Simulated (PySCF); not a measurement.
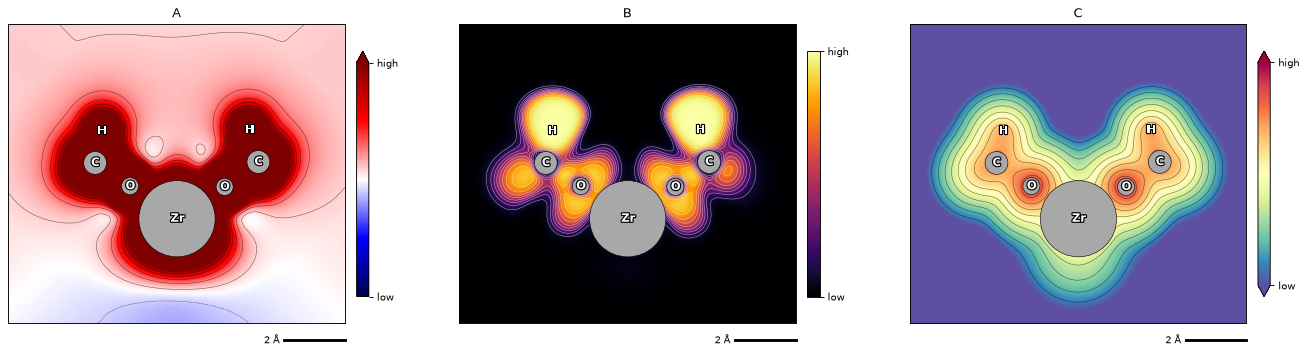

C$_{2}$H$_{6}$Cl$_{2}$O$_{2}$Zr (Zr(OMe)2Cl2): 3 fields on the plane of atoms O2, Zr1 and O7, with unlabelled colour scales. Grey discs cover the atomic cores.

Geometry: PBE0-D3(BJ)/def2-SVP; core potentials replace the inner electrons of Zr.

Theory: wB97X-D/def2-SVPD, SCF density, gas phase, scalar-relativistic core potentials on the heavy atoms (PySCF).

Q: The panels show electron density, electron localisation function and electrostatic potential in some order. Assign them.

A: Panel A: electrostatic potential (strongly positive close to the atoms and fading to about zero outside). Panel B: electron localisation function. Panel C: electron density. From the grid: C–O (1.39 Å): ρ is about 2.1 e/Å³ halfway, with its minimum of 1.7 e/Å³ about 0.5 Å from C; the ELF peaks at about 0.90 between the atoms, as expected for a shared but strongly polarised pair. Zr–O (1.89 Å): ρ is about 0.94 e/Å³ halfway; the ELF peaks at about 0.80 in the valence shell of O, 0.5 Å from its nucleus, and drops to about 0.20 between the two atoms.
